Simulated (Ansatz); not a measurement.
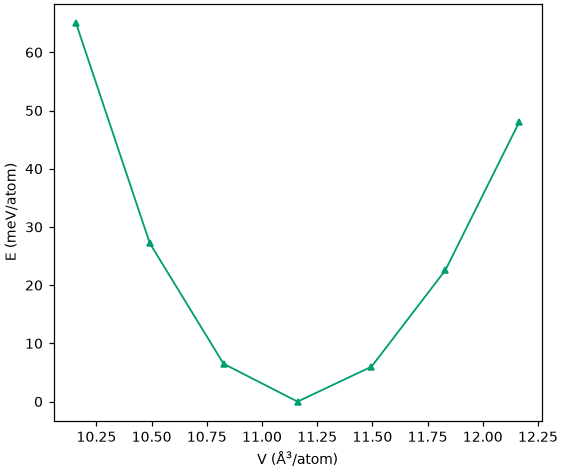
FeNi (L1₀ or tetragonal B2, P4/mmm) under volume change, plane-wave PAW r²SCAN (Ansatz code), shape and atoms relaxed at each volume.

Task: What does a third-order Birch–Murnaghan fit give for V₀, B₀ and B′?

Result: V₀ = 11.16 Å³/atom, B₀ = 197 GPa, B′ = 4.4.

The workflow started from a Materials Project entry (that database holds measured and hypothetical structures alike); the Crystallography Open Database files this formula in space group No. 123, but the cells were not matched. Its standing as an ambient phase is unchecked. The r²SCAN relaxation kept the symmetry of its start; whether a distortion lowers the energy is not shown. Magnetic state: ferromagnetic, chosen from 5 collinear starts compared on coarse meshes (ties went to the first, and starts can fall back to one state), not a proven ground state. Other orbital occupations within this spin state were not tried.

Potentials: the later of the program's two PAW sets.
